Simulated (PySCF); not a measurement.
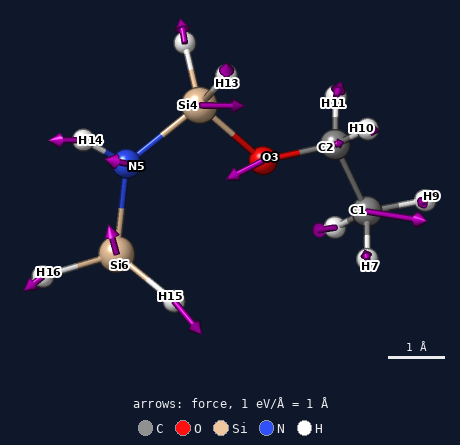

Starting geometry of C₂H₁₁NOSi₂ with the computed forces as purple arrows. A ball-and-stick model, seen at a tilt.

The start comes from GFN2-xTB. Its atoms were then displaced at random by about 0.01 Å.

The calculation used PBE0-D3(BJ)/def2-SVP geometry optimisation, gas phase (PySCF). 

**What follows when this structure is relaxed?**

It isn't relaxed: the largest force vector, on a C atom, is 1.48 eV/Å. The final displacements have little in common with the starting forces (cosine between the two patterns 0.24). The energy falls by 0.158 eV in 6 geometry steps. The largest move after the best rigid fit is that of an H atom, 0.22 Å. By element the largest moves are H 0.22 Å, N 0.09 Å, Si 0.07 Å, C 0.06 Å, O 0.05 Å. Some distances before and after: H–Si 1.451 → 1.494 Å, N–Si 1.689 → 1.723 Å, H–Si 1.472 → 1.499 Å, C–O 1.381 → 1.406 Å. Bond angles that change, for instance: Si–N–H 112.6° → 119.6°, Si–N–Si 129.6° → 124.4°, H–Si–H 110.8° → 108.3°. The run took 110 s on 1 thread of Arm Neoverse N1, with other jobs on the host.
